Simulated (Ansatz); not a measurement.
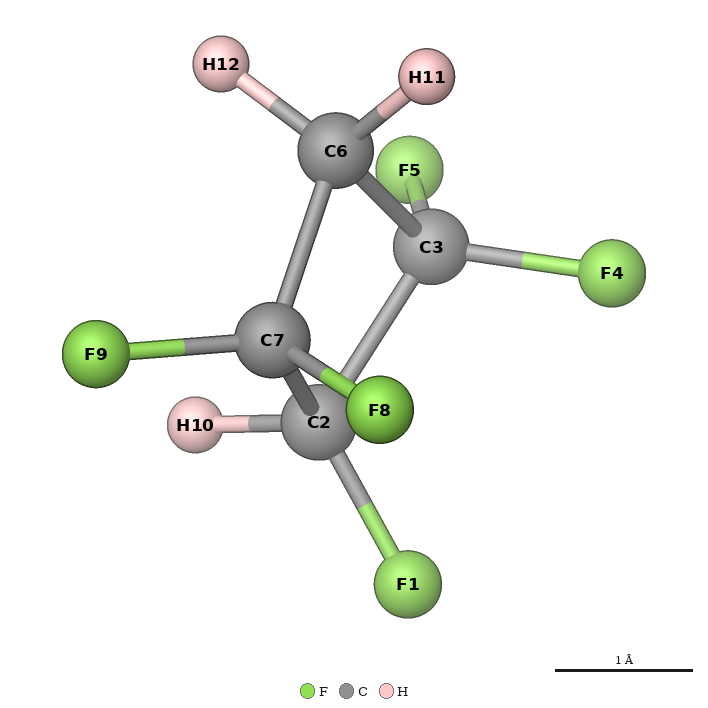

Orthographic view. Atoms fade into the background with distance from the viewer. The computed structure is the end point of a PBE-D4/def2-SVP optimisation. No frequency run is at hand to confirm it as a minimum.

Write a MOL file (V2000) with the atoms in numerical order, bonds sorted by atom number with the orders drawn, and coordinates in the frame of the picture: x right, y up, z towards the viewer, origin at the mean position.

```
C4H3F5
                    3D

 12 12  0  0  0  0  0  0  0  0999 V2000
    0.4800   -2.1400   -0.5400 F   0  0  0  0  0  0  0  0  0  0  0  0
   -0.1700   -0.9500   -0.5100 C   0  0  0  0  0  0  0  0  0  0  0  0
    0.6500    0.3400   -0.7800 C   0  0  0  0  0  0  0  0  0  0  0  0
    1.9800    0.1400   -0.5700 F   0  0  0  0  0  0  0  0  0  0  0  0
    0.4900    0.9000   -2.0100 F   0  0  0  0  0  0  0  0  0  0  0  0
   -0.0500    1.0500    0.4000 C   0  0  0  0  0  0  0  0  0  0  0  0
   -0.5100   -0.3500    0.8800 C   0  0  0  0  0  0  0  0  0  0  0  0
    0.2800   -0.8600    1.8600 F   0  0  0  0  0  0  0  0  0  0  0  0
   -1.8100   -0.4500    1.2700 F   0  0  0  0  0  0  0  0  0  0  0  0
   -1.0800   -0.9700   -1.1600 H   0  0  0  0  0  0  0  0  0  0  0  0
    0.6200    1.5900    1.0900 H   0  0  0  0  0  0  0  0  0  0  0  0
   -0.8900    1.6800    0.0700 H   0  0  0  0  0  0  0  0  0  0  0  0
  1  2  1  0
  2  3  1  0
  2  7  1  0
  2 10  1  0
  3  4  1  0
  3  5  1  0
  3  6  1  0
  6  7  1  0
  6 11  1  0
  6 12  1  0
  7  8  1  0
  7  9  1  0
M  END
```
